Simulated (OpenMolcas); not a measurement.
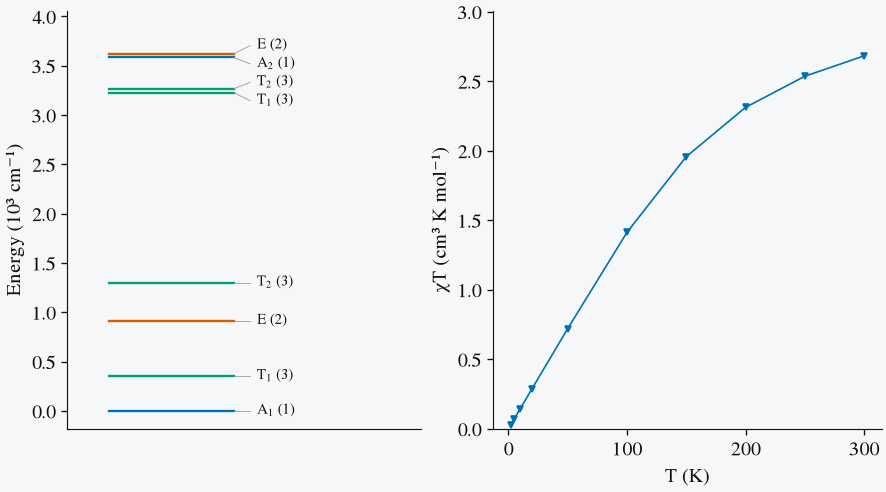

Levels of a 3d ion of charge +2 as a dopant in CaF₂, a cluster with its 8 nearest F⁻ at 2.261 Å (cube) embedded in model potentials and point charges; the geometry was set, not optimised. Labels give the representation in O, Td, D4 or D3 as the site allows (double group for half-integer spin) where it could be assigned and, in brackets, the degeneracy; spin-free states, where drawn, share the zero of the spin-orbit levels. Computed with OpenMolcas: state-averaged CASSCF, the open shell active, basis ANO-RCC-VDZP on all atoms, DKH2 scalar Hamiltonian, spin-orbit coupling by RASSI with atomic mean-field integrals. Powder susceptibility by Van Vleck's formula.

**Which ion is the dopant?**

Ni²⁺ (3d⁸). The ground level is A₁, non-degenerate, 100 % from states of spin multiplicity 3. The next level lies at 352 cm⁻¹ (T₁). χT is 0.0288 cm³ K mol⁻¹ at 2 K and 2.68 at 300 K, an effective moment of 4.63 μB. The active orbitals hold 97 to 99 % metal character (Löwdin), and the Mulliken charge of the metal is +1.58.

Known limits: the geometry is set by hand, with no relaxation and no charge compensation.
